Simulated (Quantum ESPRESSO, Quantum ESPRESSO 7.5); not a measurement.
# Ag(111), 5 layers: cutoff convergence

Aim: how far one choice must go before the vacuum level and the energy of Ag(111), 5 layers stand still, and what it costs.

Main program and level: Quantum ESPRESSO 7.5; plane-wave DFT, PBE, SSSP efficiency pseudopotentials.

### 1. Set-up

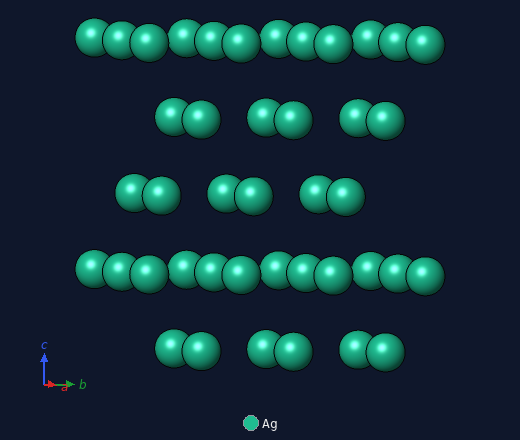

The starting structure, seen from the side, with the c axis up (silver teal). 2×3×1 cells are drawn. Some periodic images of atoms are drawn too.

The cell holds 5 atoms: 5 Ag. Its edges and angles: a = 2.892 Å, b = 2.892 Å, c = 25.445 Å, α = 90.0°, β = 90.0°, γ = 60.0°. It derives from Ag. Vacuum lies along c.

### 2. SCF with pw.x: ecutwfc 68 Ry, ecutrho 544 Ry

The first run is the reference of the series.

Input file c0.in:

```
&control
  prefix = 'c0'
  outdir = './out'
  pseudo_dir = './pseudo'
  calculation = 'scf'
  tprnfor = .true.
/
&system
  ibrav = 0
  nat = 5
  ntyp = 1
  ecutwfc = 68
  ecutrho = 544
  occupations = 'smearing'
  smearing = 'mv'
  degauss = 0.02
  assume_isolated = 'esm'
  esm_bc = 'bc1'
/
&electrons
  conv_thr = 1e-07
  mixing_beta = 0.4
  electron_maxstep = 120
  mixing_mode = 'local-TF'
/
ATOMIC_SPECIES
  Ag  107.8682  Ag_ONCV_PBE-1.0.oncvpsp.upf
CELL_PARAMETERS angstrom
  2.89206673505298 0.00000000000000 0.00000000000000
  1.44603336752649 2.50460326199580 0.00000000000000
  0.00000000000000 0.00000000000000 25.44545040394228
ATOMIC_POSITIONS crystal
  Ag  0.666666666700 0.666666666700 -0.185601949543
  Ag  0.000000000000 0.000000000000 -0.092800974771
  Ag  0.333333333300 0.333333333300 0.000000000000
  Ag  0.666666666700 0.666666666700 0.092800974771
  Ag  0.000000000000 0.000000000000 0.185601949543
K_POINTS automatic
  12 12 1 0 0 0
```

On the command line:

```
$ OMP_NUM_THREADS=1 mpirun -n 4 pw.x -nk 4 -in c0.in > c0.out
```

The log of the run:

```text
Program PWSCF v.7.5 starts
[citation notice left out]

     Parallel version (MPI & OpenMP), running on       4 processor cores
     Number of MPI processes:                 4
     Threads/MPI process:                     1

     MPI processes distributed on     1 nodes
[...]
Current dimensions of program PWSCF are:
     Max number of different atomic species (ntypx) = 10
     Max number of k-points (npk) =  40000
     Max angular momentum in pseudopotentials (lmaxx) =  4
     Message from routine setup:
     no reason to have ecutrho>4*ecutwfc
     Message from routine setup:
     using ibrav=0 with symmetry is DISCOURAGED, use correct ibrav instead

     K-points division:     npool     =       4
     Subspace diagonalization in iterative solution of the eigenvalue problem:
     a serial algorithm will be used

     G-vector sticks info
     --------------------
     sticks:   dense  smooth     PW     G-vecs:    dense   smooth      PW
     Sum        1123     559    163               266451    94279   15805

     Using Slab Decomposition

     bravais-lattice index     =            0
     lattice parameter (alat)  =       5.4652  a.u.
     unit-cell volume          =    1243.8099 (a.u.)^3
     number of atoms/cell      =            5
     number of atomic types    =            1
     number of electrons       =        95.00
     number of Kohn-Sham states=           58
     kinetic-energy cutoff     =      68.0000  Ry
     charge density cutoff     =     544.0000  Ry
     scf convergence threshold =      1.0E-07
     mixing beta               =       0.4000
     number of iterations used =            8  local-TF  mixing
     Exchange-correlation= PBE
                           (   1   4   3   4   0   0   0)

     Effective Screening Medium Method
     =================================
     Boundary Conditions: Vacuum-Slab-Vacuum
     total charge in unit cell        =   0.0000
     grid points for fit at edges     =        4

     celldm(1)=   5.465214  celldm(2)=   0.000000  celldm(3)=   0.000000
     celldm(4)=   0.000000  celldm(5)=   0.000000  celldm(6)=   0.000000

     crystal axes: (cart. coord. in units of alat)
               a(1) = (   1.000000   0.000000   0.000000 )
               a(2) = (   0.500000   0.866025   0.000000 )
               a(3) = (   0.000000   0.000000   8.798362 )

     reciprocal axes: (cart. coord. in units 2 pi/alat)
               b(1) = (  1.000000 -0.577350  0.000000 )
               b(2) = (  0.000000  1.154701  0.000000 )
               b(3) = (  0.000000  0.000000  0.113658 )

     PseudoPot. # 1 for Ag read from file:
     ./pseudo/Ag_ONCV_PBE-1.0.oncvpsp.upf
     Pseudo is Norm-conserving, Zval = 19.0
     Generated using ONCVPSP code by D. R. Hamann
     Using radial grid of 1398 points,  6 beta functions with:
                l(1) =   0
                l(2) =   0
                l(3) =   1
                l(4) =   1
                l(5) =   2
                l(6) =   2

     atomic species   valence    mass     pseudopotential
     Ag               19.00   107.86820     Ag( 1.00)

     12 Sym. Ops., with inversion, found ( 6 have fractional translation)

   Cartesian axes

     site n.     atom                  positions (alat units)
         1        Ag     tau(   1) = (   1.0000000   0.5773503  -1.6329932  )
         2        Ag     tau(   2) = (   0.0000000   0.0000000  -0.8164966  )
         3        Ag     tau(   3) = (   0.5000000   0.2886751   0.0000000  )
         4        Ag     tau(   4) = (   1.0000000   0.5773503   0.8164966  )
         5        Ag     tau(   5) = (   0.0000000   0.0000000   1.6329932  )

     number of k points=    19  Marzari-Vanderbilt smearing, width (Ry)=  0.0200
                       cart. coord. in units 2pi/alat
        k(    1) = (   0.0000000   0.0000000   0.0000000), wk =   0.0138889
        k(    2) = (   0.0000000   0.0962250   0.0000000), wk =   0.0833333
        k(    3) = (   0.0000000   0.1924501   0.0000000), wk =   0.0833333
        k(    4) = (   0.0000000   0.2886751   0.0000000), wk =   0.0833333
        k(    5) = (   0.0000000   0.3849002   0.0000000), wk =   0.0833333
        k(    6) = (   0.0000000   0.4811252   0.0000000), wk =   0.0833333
        k(    7) = (   0.0000000  -0.5773503   0.0000000), wk =   0.0416667
        k(    8) = (   0.0833333   0.1443376   0.0000000), wk =   0.0833333
        k(    9) = (   0.0833333   0.2405626   0.0000000), wk =   0.1666667
        k(   10) = (   0.0833333   0.3367877   0.0000000), wk =   0.1666667
[...]
k(   19) = (   0.3333333  -0.5773503   0.0000000), wk =   0.0277778

     Dense  grid:   266451 G-vectors     FFT dimensions: (  45,  45, 360)

     Smooth grid:    94279 G-vectors     FFT dimensions: (  30,  30, 256)

     Estimated max dynamical RAM per process >     351.65 MB

     Estimated total dynamical RAM >       1.18 GB

     Initial potential from superposition of free atoms

     starting charge      94.9985, renormalised to      95.0000

     negative rho (up, down):  5.751E-07 0.000E+00
     Starting wfcs are   50 randomized atomic wfcs +    8 random wfcs

     total cpu time spent up to now is        2.2 secs

     per-process dynamical memory:   201.2 Mb

     Self-consistent Calculation

     iteration #  1     ecut=    68.00 Ry     beta= 0.40
     Davidson diagonalization with overlap
     c_bands:  3 eigenvalues not converged
     c_bands:  2 eigenvalues not converged
     ethr =  1.00E-02,  avg # of iterations = 10.5

     Threshold (ethr) on eigenvalues was too large:
     Diagonalizing with lowered threshold

     Davidson diagonalization with overlap
     c_bands:  5 eigenvalues not converged
     c_bands:  1 eigenvalues not converged
     c_bands:  4 eigenvalues not converged
     c_bands:  3 eigenvalues not converged
     c_bands:  2 eigenvalues not converged
     ethr =  3.92E-04,  avg # of iterations = 17.5

     total cpu time spent up to now is       18.3 secs

     total energy              =   -1436.59458156 Ry
     estimated scf accuracy    <       0.36563551 Ry

     iteration #  2     ecut=    68.00 Ry     beta= 0.40
[...]
c_bands:  3 eigenvalues not converged
     c_bands:  3 eigenvalues not converged
[...]
total energy              =   -1436.52487879 Ry
     estimated scf accuracy    <       0.19847726 Ry

     iteration #  3     ecut=    68.00 Ry     beta= 0.40
[...]
c_bands:  1 eigenvalues not converged
     c_bands:  2 eigenvalues not converged
[...]
estimated scf accuracy    <       0.00015155 Ry

     iteration # 12     ecut=    68.00 Ry     beta= 0.40
[...]
c_bands:  1 eigenvalues not converged
[...]
negative rho (up, down):  1.166E-03 0.000E+00

[...]
total energy              =   -1436.59330780 Ry
     estimated scf accuracy    <       0.00516789 Ry

     iteration # 13     ecut=    68.00 Ry     beta= 0.40
[...]
negative rho (up, down):  5.609E-04 0.000E+00

[...]
total energy              =   -1436.59173987 Ry
     estimated scf accuracy    <       0.00267836 Ry

     iteration # 14     ecut=    68.00 Ry     beta= 0.40
[...]
negative rho (up, down):  8.790E-05 0.000E+00

[...]
total energy              =   -1436.59204451 Ry
     estimated scf accuracy    <       0.00001587 Ry

     iteration # 15     ecut=    68.00 Ry     beta= 0.40
[...]
c_bands:  1 eigenvalues not converged
     c_bands:  1 eigenvalues not converged
     c_bands:  1 eigenvalues not converged
[...]
negative rho (up, down):  1.076E-04 0.000E+00

[...]
total energy              =   -1436.59203435 Ry
     estimated scf accuracy    <       0.00037494 Ry

     iteration # 16     ecut=    68.00 Ry     beta= 0.40
[...]
negative rho (up, down):  1.077E-06 0.000E+00

[...]
total energy              =   -1436.59193056 Ry
     estimated scf accuracy    <       0.00005467 Ry

     iteration # 17     ecut=    68.00 Ry     beta= 0.40
[...]
negative rho (up, down):  6.711E-08 0.000E+00

[...]
total energy              =   -1436.59194971 Ry
     estimated scf accuracy    <       0.00001509 Ry

     iteration # 18     ecut=    68.00 Ry     beta= 0.40
[...]
negative rho (up, down):  3.416E-06 0.000E+00

[...]
total energy              =   -1436.59193853 Ry
     estimated scf accuracy    <       0.00000050 Ry

     iteration # 19     ecut=    68.00 Ry     beta= 0.40
[...]
c_bands:  1 eigenvalues not converged
[...]
negative rho (up, down):  1.306E-08 0.000E+00

[...]
total energy              =   -1436.59194247 Ry
     estimated scf accuracy    <       0.00000114 Ry

     iteration # 20     ecut=    68.00 Ry     beta= 0.40
[...]
total energy              =   -1436.59194109 Ry
     estimated scf accuracy    <       0.00000031 Ry

     iteration # 21     ecut=    68.00 Ry     beta= 0.40
[...]
End of self-consistent calculation

          k = 0.0000 0.0000 0.0000 ( 11725 PWs)   bands (ev):

   -96.5378 -96.5375 -96.4298 -96.3320 -96.3320 -60.0218 -59.9958 -59.9265
   -59.9265 -59.9259 -59.9259 -59.8768 -59.8053 -59.8053 -59.7498 -59.7491
   -59.7294 -59.7294 -59.7294 -59.7294 -11.8985 -11.2596 -10.7440 -10.5693
   -10.5547  -9.2410  -9.2215  -9.2215  -9.2215  -9.1265  -9.1265  -9.1030
    -9.1030  -8.9323  -8.9323  -8.8889  -8.8889  -8.6754  -8.1914  -8.1914
    -8.1689  -8.1689  -7.9128  -7.9128  -7.6591  -7.6591  -7.4615  -7.4615
    -7.2027  -5.1498  -4.2654  -0.4897  -0.0772   0.4171   1.6593   1.9878
     4.1288   4.2956

          k = 0.0000 0.0962 0.0000 ( 11757 PWs)   bands (ev):

   -96.5371 -96.5368 -96.4291 -96.3312 -96.3312 -60.0194 -59.9949 -59.9353
   -59.9348 -59.9287 -59.9280 -59.8759 -59.8132 -59.8073 -59.7491 -59.7486
   -59.7375 -59.7375 -59.7315 -59.7315 -11.7104 -11.0799 -10.6196 -10.4384
   -10.3946  -9.3601  -9.2858  -9.2504  -9.1600  -9.1333  -9.0943  -9.0422
    -9.0208  -9.0115  -8.9122  -8.8513  -8.7930  -8.7877  -8.2797  -8.2714
    -8.2108  -8.1386  -8.0546  -7.9096  -7.7938  -7.6565  -7.6487  -7.4542
    -6.7012  -4.8565  -3.8554  -0.3513   0.0900   0.5539   1.8152   2.1412
     4.2950   4.4418

          k = 0.0000 0.1925 0.0000 ( 11761 PWs)   bands (ev):

   -96.5349 -96.5347 -96.4271 -96.3292 -96.3292 -60.0129 -59.9927 -59.9595
   -59.9573 -59.9345 -59.9337 -59.8750 -59.8345 -59.8128 -59.7596 -59.7595
   -59.7470 -59.7467 -59.7371 -59.7371 -11.2003 -10.6326 -10.3378 -10.1527
   -10.0077  -9.5981  -9.4464  -9.4043  -9.3110  -9.1228  -9.0352  -8.9506
    -8.8996  -8.8256  -8.8251  -8.7562  -8.6738  -8.6533  -8.5227  -8.4020
    -8.3282  -8.2477  -8.1247  -7.9798  -7.9083  -7.6523  -7.4363  -7.3297
    -5.9958  -4.1469  -2.8537   0.0595   0.5923   0.9817   2.2924   2.6007
     4.7823   4.8797

          k = 0.0000 0.2887 0.0000 ( 11766 PWs)   bands (ev):

   -96.5320 -96.5319 -96.4243 -96.3264 -96.3264 -60.0059 -59.9918 -59.9890
   -59.9867 -59.9426 -59.9415 -59.8755 -59.8627 -59.8204 -59.7893 -59.7892
   -59.7448 -59.7448 -59.7446 -59.7445 -10.6439 -10.3364 -10.2494 -10.0382
    -9.9653  -9.7419  -9.6666  -9.4353  -9.3185  -9.0643  -9.0039  -8.9096
    -8.8253  -8.6400  -8.6301  -8.5039  -8.4823  -8.3654  -8.3617  -8.2481
    -8.1398  -8.0935  -7.9974  -7.8725  -7.8595  -7.6465  -7.4149  -6.7590
    -5.1598  -3.2166  -1.5516   0.7432   1.4273   1.7375   3.0969   3.3659
     5.1442   5.5449

          k = 0.0000 0.3849 0.0000 ( 11760 PWs)   bands (ev):

   -96.5291 -96.5290 -96.4216 -96.3236 -96.3236 -60.0248 -60.0189 -59.9943
   -59.9867 -59.9506 -59.9493 -59.8901 -59.8766 -59.8279 -59.8186 -59.8184
   -59.7524 -59.7524 -59.7423 -59.7422 -10.5404 -10.4439 -10.3342 -10.3023
   -10.1043  -9.9551  -9.9200  -9.3990  -9.2569  -9.1118  -8.9950  -8.8254
    -8.6889  -8.6479  -8.3158  -8.2486  -7.9783  -7.9664  -7.8670  -7.8374
    -7.7138  -7.6955  -7.6639  -7.5716  -7.4073  -7.3846  -6.9805  -5.7946
    -4.1078  -2.1262  -0.1397   1.6473   2.1714   2.5814   2.8072   3.1212
     4.1120   4.2095

          k = 0.0000 0.4811 0.0000 ( 11810 PWs)   bands (ev):

   -96.5270 -96.5270 -96.4196 -96.3216 -96.3216 -60.0469 -60.0410 -59.9941
   -59.9814 -59.9564 -59.9550 -59.9084 -59.8784 -59.8397 -59.8394 -59.8334
   -59.7580 -59.7580 -59.7406 -59.7406 -10.6663 -10.5949 -10.4972 -10.4609
   -10.2350 -10.1229 -10.0921  -9.5084  -9.3196  -9.2251  -9.0780  -8.7435
    -8.5849  -8.4218  -8.2169  -7.9831  -7.8060  -7.7385  -7.5722  -7.5207
    -7.4943  -7.4632  -7.3485  -7.3211  -7.2817  -5.8210  -5.3153  -4.3699
    -2.9427  -1.4105  -0.1193   0.4050   1.0464   1.9241   3.1253   3.2034
     4.0833   4.2005

[...]
the Fermi energy is    -4.4554 ev

!    total energy              =   -1436.59194093 Ry
     estimated scf accuracy    <       0.00000004 Ry
     smearing contrib. (-TS)   =       0.00005102 Ry
     internal energy E=F+TS    =   -1436.59199196 Ry

     The total energy is F=E-TS. E is the sum of the following terms:
     one-electron contribution =   31554.01015589 Ry
     hartree contribution      =  -15807.57595529 Ry
     xc contribution           =    -135.48945935 Ry
     ewald contribution        =  -17047.53673322 Ry

     convergence has been achieved in  21 iterations

     Forces acting on atoms (cartesian axes, Ry/au):

     atom    1 type  1   force =     0.00000000    0.00000000   -0.00620453
     atom    2 type  1   force =     0.00000000    0.00000000    0.00193123
     atom    3 type  1   force =     0.00000000   -0.00000000    0.00000000
     atom    4 type  1   force =     0.00000000    0.00000000   -0.00193123
     atom    5 type  1   force =    -0.00000000   -0.00000000    0.00620453

     Total force =     0.009190     Total SCF correction =     0.000254

[...]
=------------------------------------------------------------------------------=
   JOB DONE.
=------------------------------------------------------------------------------=
[...]
```

The job ended after 3.4 min (4 MPI ranks of Arm Neoverse V2, shared host; peak memory 1.1 GiB; 14 min of CPU time).

Numbers from this step:

| Quantity | Value |
| --- | --- |
| free energy | -19545.8291 eV |
| Fermi energy | -4.455 eV |
| vacuum line at the lower end of the cell, over the Fermi level | 4.455 eV |
| vacuum line at the upper end of the cell, over the Fermi level | 4.455 eV |

The potential energy, planar mean oscillates, so the rows of the table below give means over windows of 2.33 Å about each position, cut where the curve ends. Its maxima inside the range that stand out by 2 % of the span (Å: eV): -3.5: 0.742, -1.2: 0.816, 1.2: 0.816, 3.5: 0.742. Its minima: -4.7: -26.3, -2.3: -26.4, 0.0: -26.3, 2.3: -26.4, 4.7: -26.3.

Electrostatic potential energy of an electron; zero at the Fermi level. Table of potential energy, planar mean by z; means over each step:

```
 z (Å)  potential energy, planar mean (eV)
-11.55                                4.46
 -9.22                                4.45
 -6.89                                3.89
 -4.56                               -9.93
 -2.23                               -10.1
  0.10                               -9.95
  2.43                               -10.1
  4.76                               -9.84
  7.09                                4.11
  9.41                                4.45
 11.75                                4.46
```

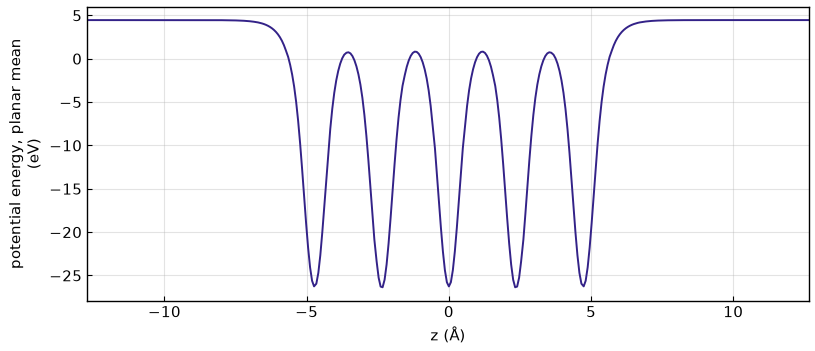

Potential energy, planar mean, plotted against z.

The program's own clock; routines nest. Time by routine:

```csv
routine,wall time (s),calls
PWSCF,206.3,1
electrons,203.3,1
c_bands,176.9,22
cegterg,156.3,111
h_psi,100.7,1282
fftw,80.78,59216
vloc_psi,80.09,1282
sum_band,11.05,22
calbec,10.5,1302
h_psi:calbec,10.1,1282
add_vuspsi,10.07,1282
mix_rho,9.09,22
v_of_rho,5.85,22
ffts,4.96,2140
```

The vacuum levels are read from the outermost 0.7 Å of the cell on either side.

The run needed 21 iterations to bring the estimated error under 1e-07 Ry; the largest force on any atom, held or free, is 0.16 eV/Å.

Inside the slab this potential holds the local part of the pseudopotentials, which can be repulsive at the nuclei; only its value in the vacuum has a meaning of its own.

### 3. Ground state: ecutwfc 56 Ry, ecutrho 448 Ry

c1.in, as its differences from the input of step 2:

```diff
@@ -1,3 +1,3 @@
 &control
-  prefix = 'c0'
+  prefix = 'c1'
   outdir = './out'
@@ -11,4 +11,4 @@
   ntyp = 1
-  ecutwfc = 68
-  ecutrho = 544
+  ecutwfc = 56
+  ecutrho = 448
   occupations = 'smearing'
```

On the command line:

```
$ OMP_NUM_THREADS=1 mpirun -n 4 pw.x -nk 4 -in c1.in > c1.out
```

The log of the run:

```text
[banner, memory and clock lines left out]
Program PWSCF v.7.5 starts
[...]
Message from routine setup:
[...]
Message from routine setup:
[...]
number of electrons       =        95.00
     number of Kohn-Sham states=           58
     kinetic-energy cutoff     =      56.0000  Ry
     charge density cutoff     =     448.0000  Ry
[...]
number of k points=    19  Marzari-Vanderbilt smearing, width (Ry)=  0.0200
[...]
Dense  grid:   199391 G-vectors     FFT dimensions: (  45,  45, 324)
[...]
negative rho (up, down):  5.144E-07 0.000E+00
     Starting wfcs are   50 randomized atomic wfcs +    8 random wfcs
[...]
estimated scf accuracy    <       0.36357355 Ry
[...]
estimated scf accuracy    <       0.18842669 Ry
[...]
estimated scf accuracy    <       0.03402312 Ry
[...]
estimated scf accuracy    <       0.07369576 Ry
[...]
estimated scf accuracy    <       0.07377014 Ry
[...]
estimated scf accuracy    <       0.02613511 Ry
[...]
estimated scf accuracy    <       0.00640845 Ry
[...]
estimated scf accuracy    <       0.00516905 Ry
[...]
negative rho (up, down):  5.627E-03 0.000E+00
[...]
estimated scf accuracy    <       0.00301742 Ry
[...]
negative rho (up, down):  1.891E-03 0.000E+00
[...]
estimated scf accuracy    <       0.00643998 Ry
[...]
negative rho (up, down):  1.923E-03 0.000E+00
[...]
estimated scf accuracy    <       0.00701174 Ry
[...]
negative rho (up, down):  1.321E-03 0.000E+00
[...]
estimated scf accuracy    <       0.00040761 Ry
[...]
negative rho (up, down):  1.280E-03 0.000E+00
[...]
estimated scf accuracy    <       0.00006287 Ry
[...]
negative rho (up, down):  3.112E-04 0.000E+00
[...]
estimated scf accuracy    <       0.00009856 Ry
[...]
negative rho (up, down):  2.398E-05 0.000E+00
[...]
estimated scf accuracy    <       0.00110095 Ry
[...]
negative rho (up, down):  2.844E-05 0.000E+00
[...]
estimated scf accuracy    <       0.00043747 Ry
[...]
negative rho (up, down):  8.683E-06 0.000E+00
[...]
estimated scf accuracy    <       0.00000573 Ry
[...]
negative rho (up, down):  9.942E-06 0.000E+00
[...]
estimated scf accuracy    <       0.00000113 Ry
[...]
estimated scf accuracy    <       0.00000321 Ry
[...]
estimated scf accuracy    <       0.00000010 Ry
[...]
estimated scf accuracy    <       0.00000074 Ry
[...]
the Fermi energy is    -4.4566 ev
!    total energy              =   -1436.59189085 Ry
     estimated scf accuracy    <       0.00000003 Ry
     smearing contrib. (-TS)   =       0.00005101 Ry
     internal energy E=F+TS    =   -1436.59194186 Ry
[...]
one-electron contribution =   31553.99669354 Ry
     hartree contribution      =  -15807.56102915 Ry
     xc contribution           =    -135.49087303 Ry
     ewald contribution        =  -17047.53673322 Ry
     convergence has been achieved in  22 iterations
[...]
Total force =     0.009096     Total SCF correction =     0.000331
[...]
```

Wall time 2.7 min (4 MPI ranks); peak memory 1 GiB; 11 min of CPU time.

This step gave:

| Item | Value |
| --- | --- |
| free energy | -19545.8284 eV |
| Fermi energy | -4.457 eV |
| vacuum line at the lower end of the cell, over the Fermi level | 4.457 eV |
| vacuum line at the upper end of the cell, over the Fermi level | 4.457 eV |

The program's own clock; routines nest. Time by routine:

```csv
routine,wall time (s),calls
PWSCF,163,1
electrons,160.5,1
c_bands,136.4,23
cegterg,119.6,116
h_psi,81.35,1361
fftw,70.24,54252
vloc_psi,66.99,1361
sum_band,10.52,23
mix_rho,7.55,23
calbec,7.35,1381
h_psi:calbec,7.04,1361
add_vuspsi,7.04,1361
v_of_rho,5.66,23
ffts,4.43,2151
```

Counted from each run's own zero (the Fermi level), the vacuum level differs from the first run's by +1 meV.

(Part 1 of 3 ends here.)

[Logs are printed without paths, hosts, clocks, repeated set-up lines and the standing remarks that a program may print on its own settings, such as how far it seeks lower states.]

[Hosts, paths, dates, database ids (printed as entryN), source tags and the programs' standing remarks are cut or masked in the printed files.]

[Maps of the electrostatic potential energy from Ansatz leave out the sawtooth potential of an applied field or a dipole correction, so their vacuum need not be flat; planar profiles and work functions include it.]
